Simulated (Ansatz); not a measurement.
Where the default PAW files enter, the runs use the earlier of Ansatz's two default sets.

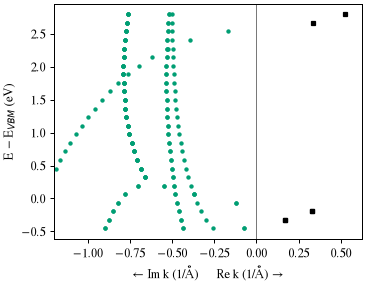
Fig. 1. Complex bands at the centre of the two-dimensional zone; r2SCAN (Ansatz, a program for electronic structure)

The gap is the functional's own, uncorrected, and κ follows it; spin-orbit coupling is left out. Mid-gap means the computed energy nearest the middle.

Problem. This is TiO₂ (I4_1/amd, anatase, 6 atoms a cell, 11.5 Å³ an atom) along the normal of (001). Read off the slowest decay at the centre of the two-dimensional zone at 1.24 eV, the computed energy nearest the middle of the gap.

Solution. κ ≈ 0.47 1/Å, a decay length 1/(2κ) of the density of 1.1 Å.
